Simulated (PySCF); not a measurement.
**C4H9Cl3Si: density, localisation and related maps**

Input file:

```
{"job": {"kind": "nmr", "xc": "PBE0", "basis": "pcSseg-1"}, "charge": 0, "multiplicity": 1}
C     -1.105390     1.597682    -0.136710
C     -0.220436     0.365699    -0.242270
Si    -1.275823    -1.232290    -0.469047
Cl     0.720088     0.519148    -1.782586
C      0.779755     0.384087     0.908841
C      1.787841    -0.747862     0.883504
Cl     1.042345    -2.269667     1.409598
Cl     3.150193    -0.384823     1.970168
H     -1.717705     1.530373     0.760593
H     -1.764701     1.672104    -0.997669
H     -0.508136     2.507630    -0.082720
H     -2.334446    -0.837506    -1.399667
H     -0.470805    -2.279879    -1.078337
H     -1.860243    -1.579340     0.823042
H      1.340375     1.324212     0.879099
H      0.227853     0.351547     1.851143
H      2.202235    -0.909085    -0.113613
```

Command:

```sh
OMP_NUM_THREADS=1 python probes_run.py task.json out
```

Geometry: GFN2-xTB.

These are results of PBE0/pcSseg-1, SCF density, gas phase, non-relativistic (PySCF 2.14.0), not measurements.

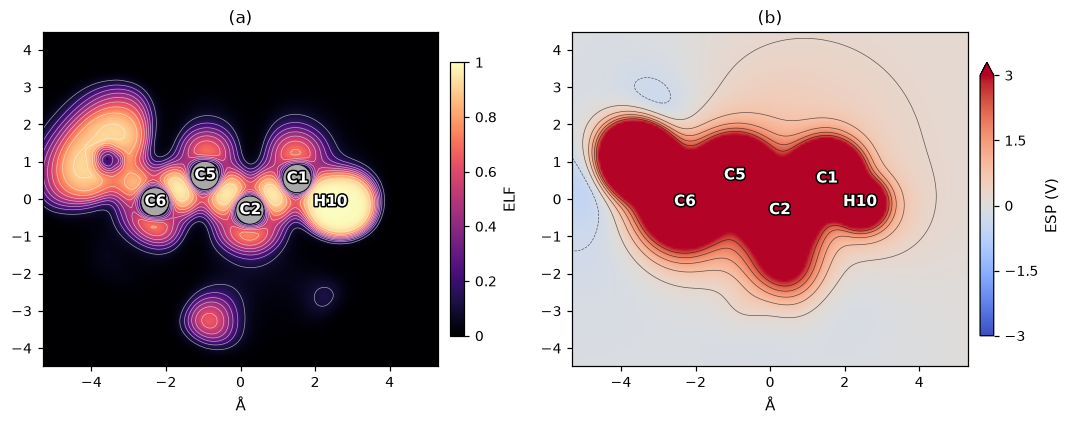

Figure 1. (a) electron localisation function; (b) molecular electrostatic potential on the plane of atoms C1, C2 and C5. Grey discs cover the atomic cores in the ELF map.

Question: Interpret the plot.

Answer:
- The section cuts through C and H sites.
- C–C (1.52 Å): the ELF peaks at about 0.95 between the atoms; localised, covalent bonding.
- C–H (1.09 Å): the ELF climbs to about 1 towards the hydrogen, as it does in any bond to H: a covalent bond by its length.
- The ELF also peaks beside Cl8, away from the bonds: lone-pair regions.
- Outside the dense part of the molecule the potential is most negative (−0.6 V) near Cl8, which lies off the plane.

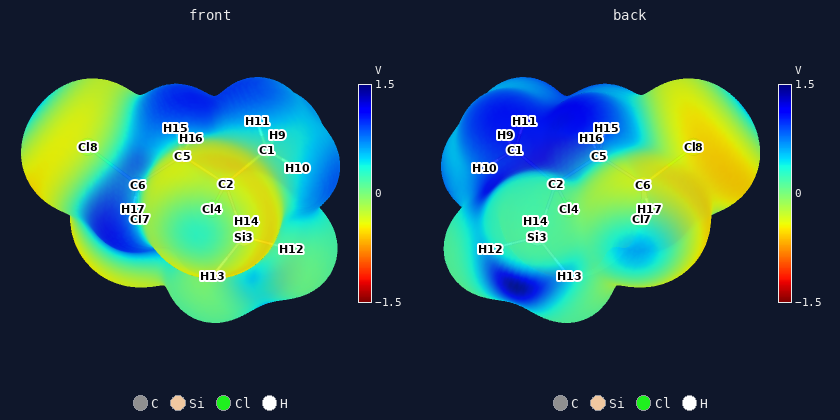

Figure 2. The molecular electrostatic potential painted on the density surface at 0.002 e/bohr³, seen from the front and from behind; red is negative and blue positive.

Question: Where is the surface potential most negative and most positive?

Answer: The most negative region (about −0.6 V) lies over Cl7 and Cl8, the most positive (about +1.3 V) over Si3. Cl4 shows a σ-hole: about +0.3 V at the tip opposite its bond, against about −0.1 V on its flanks. Cl7 shows a σ-hole: about +0.6 V at the tip opposite its bond, against about −0.3 V on its flanks. Cl8 shows a σ-hole: about +0.5 V at the tip opposite its bond, against about −0.4 V on its flanks.
